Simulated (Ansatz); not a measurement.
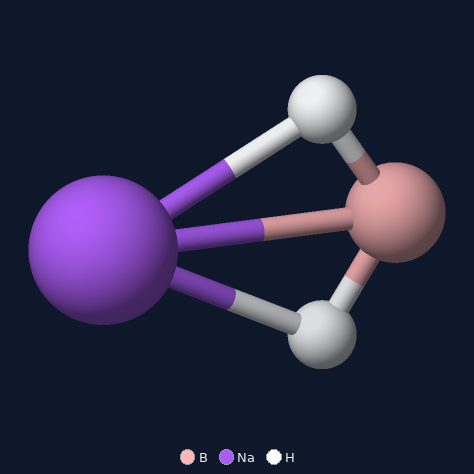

Ball-and-stick drawing of a structure. Every bond is drawn as one stick, whatever its order.

Computed geometry: PBE0-D4/def2-TZVP optimisation. No frequency run is at hand to confirm it as a minimum.

What does the picture show?

The molecule is BH2Na. This geometry has C2v symmetry. All atoms lie on one plane.

More results for the same structure follow; atom numbers are the same in all pictures, views and colours differ.

### Dipole moment

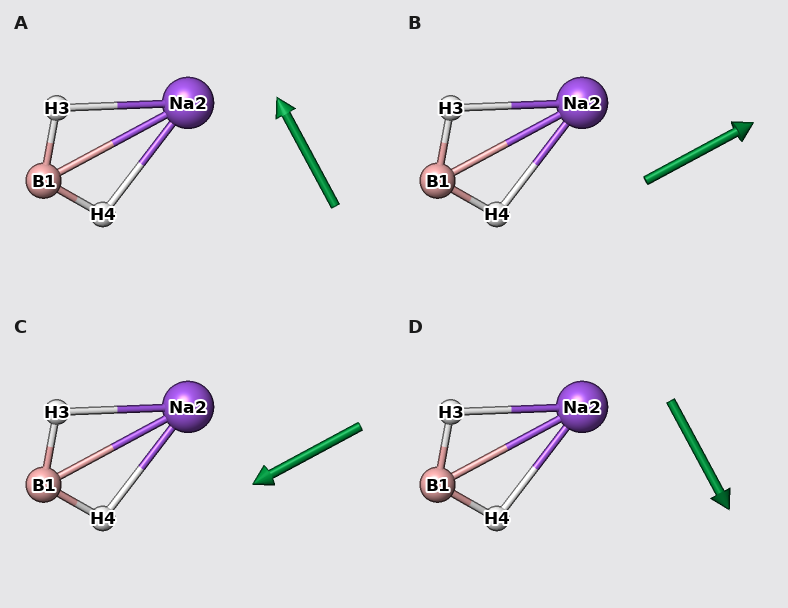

The same molecule four times, each with an arrow. No frequency run is at hand to confirm it as a minimum. Level of theory: RKS PBE0-D4/def2-TZVP (Ansatz 0.2.0).

Which arrow points along the dipole moment, from the negative to the positive end?

B. The dipole moment is 6.90 D; it points from the side of B1 to the side of Na2 (the outermost atoms at the two ends).

### Electronic properties

No frequency run is at hand to confirm it as a minimum. Properties computed with RKS PBE0-D4/def2-TZVPP (Ansatz 0.2.0).

Computed properties:

- HOMO energy (Kohn–Sham orbital): −3.96 eV
- LUMO energy (Kohn–Sham orbital): −1.82 eV
- HOMO–LUMO gap: 2.14 eV

### Charges

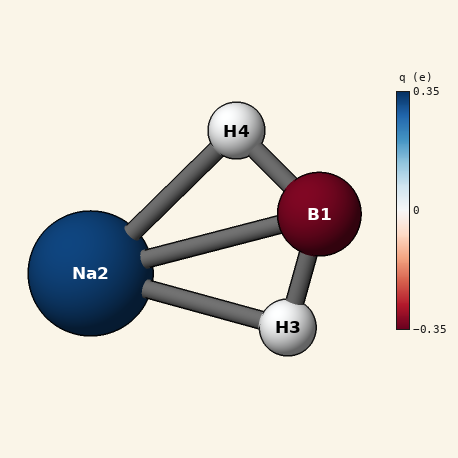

Atoms are coloured by their Mulliken charges. No frequency run is at hand to confirm it as a minimum. Level of theory: RKS PBE0-D4/def2-TZVP (Ansatz 0.2.0).

List the Mulliken charges.

```json
{"atom": "B1", "value (e)": "−0.33"}
{"atom": "Na2", "value (e)": "0.32"}
{"atom": "H3", "value (e)": "0.00"}
{"atom": "H4", "value (e)": "0.00"}
```

Mulliken values depend strongly on the basis set and can even reverse the polarity of a bond.
